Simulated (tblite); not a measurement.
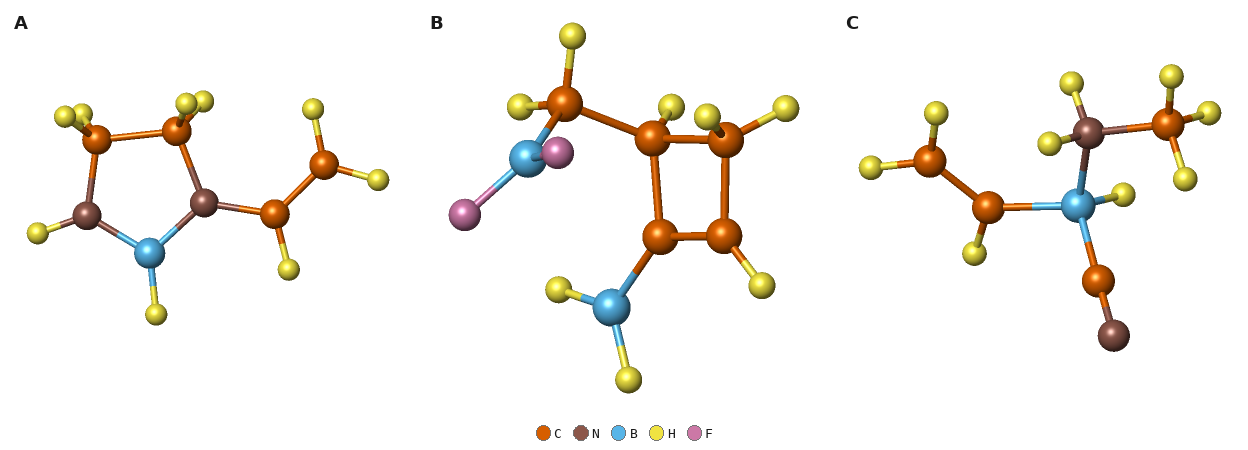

The picture comes from a calculation with tblite.

**Which panel belongs to which SMILES?**
(1) C=CN1BNCC1
(2) BC1=CC[C@@H]1CB(F)F
(3) C=C[B@H-](C#N)[NH2+]C

A is (1), B is (2), C is (3).
